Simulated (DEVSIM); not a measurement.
Device: Pd/SiO2/n-GaAs capacitor, at 300 K.

```
layer (left to right)  material  thickness (nm)  Nd (cm⁻³)
---------------------  --------  --------------  ---------
1                          SiO2            16.0          -
2                          GaAs           10000       2e14
```

Metal gate on the left, work function 5.2 eV. Fixed charge at the semiconductor interface 0 cm⁻² (in units of +e); no interface traps.

Constants are typed, rounded textbook-type inputs, not results; the design itself was drawn at random and stands for no fabricated device. Values at 300 K.

```tsv
parameter	SiO2	GaAs
gap (eV)	9	1.424
affinity (eV)	0.9	4.07
permittivity	3.9	12.9
Nc (cm⁻³)	-	4.7e17
Nv (cm⁻³)	-	9e18
```

Simulated with DEVSIM: 1D Poisson equation in equilibrium, Boltzmann statistics, complete ionisation; no quantum confinement or tunnelling. Metal contacts follow the ideal Schottky-Mott rule: no Fermi-level pinning, no interface dipoles.

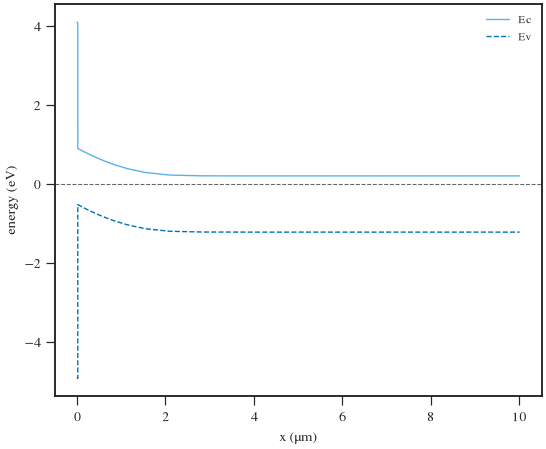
Fig. 1. Band edges at 0.2 V on the gate

Energies count from the Fermi level of the right contact; mesh points crowd at the junctions.

```csv
x (μm),Ec (eV),Ev (eV),n (cm⁻³),p (cm⁻³),field (V/cm)
0.000,4.100,-4.900,< 1e2,< 1e2,-20000
0.001612,4.097,-4.903,< 1e2,< 1e2,-20000
0.005320,4.089,-4.911,< 1e2,< 1e2,-20000
0.01129,4.077,-4.923,< 1e2,< 1e2,-20000
0.01522,4.069,-4.931,< 1e2,< 1e2,-20000
0.01658,0.897,-0.527,400,1.3e10,-6100
0.01919,0.896,-0.528,420,1.2e10,-6100
0.02958,0.889,-0.535,540,9.3e9,-6100
0.05292,0.875,-0.549,940,5.4e9,-6000
0.1099,0.841,-0.583,3500,1.5e9,-5900
0.2523,0.760,-0.664,79000,6.4e7,-5500
0.8470,0.484,-0.940,3.4e9,1500,-3800
2.093,0.222,-1.202,8.7e13,< 1e2,-620
5.183,0.201,-1.223,2.0e14,< 1e2,≈ 0
8.638,0.201,-1.223,2.0e14,< 1e2,≈ 0
9.465,0.201,-1.223,2.0e14,< 1e2,≈ 0
9.796,0.201,-1.223,2.0e14,< 1e2,≈ 0
9.931,0.201,-1.223,2.0e14,< 1e2,≈ 0
9.992,0.201,-1.223,2.0e14,< 1e2,≈ 0
10.01,0.201,-1.223,2.0e14,< 1e2,≈ 0
10.01,0.201,-1.223,2.0e14,< 1e2,≈ 0
10.02,0.201,-1.223,2.0e14,< 1e2,≈ 0
```
